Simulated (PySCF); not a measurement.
**RbNa: density, localisation and related maps**

```yaml
atoms:
  - { symbol: Rb, position_ang: [0.0000, 0.0000, -0.7911] }
  - { symbol: Na, position_ang: [0.0000, 0.0000, 2.9219] }
```

Core potentials replace the inner electrons of Rb.

Method: PBE0/def2-SVP, non-relativistic Hamiltonian with scalar-relativistic core potentials where named, at a bond length of 3.713 Å in PySCF 2.14.0.

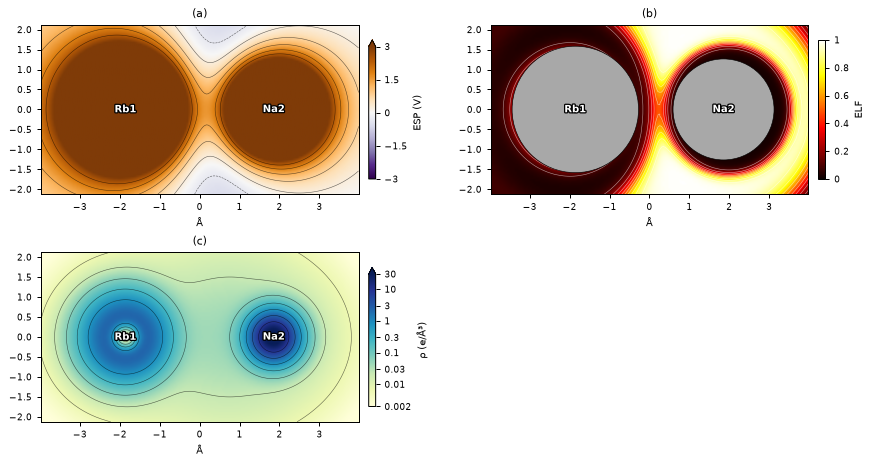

Figure 1. (a) molecular electrostatic potential; (b) ELF; (c) electron density on a plane that holds the molecular axis. Grey discs cover the atomic cores in the ELF map.

Read the bonding off the picture.

Atoms in the plane: Rb and Na.
Rb–Na (3.71 Å): the density is about 0.04 e/Å³ at the midpoint; the ELF is about 0.20 at the midpoint.
Outside the dense part of the molecule the potential is most negative (−0.5 V) near Rb1.

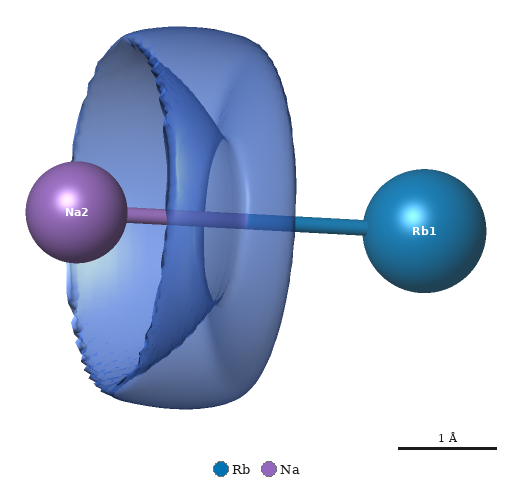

Figure 2. Isosurface of the ELF at 0.85 (blue), seen from one side. Only the valence region is drawn (cores and ρ < 0.01 e/Å³ removed).

Identify the bonds, lone pairs and shells in this picture.

The surface consists of one lobe of the valence shell of Na pointing towards Rb (polar bonds).
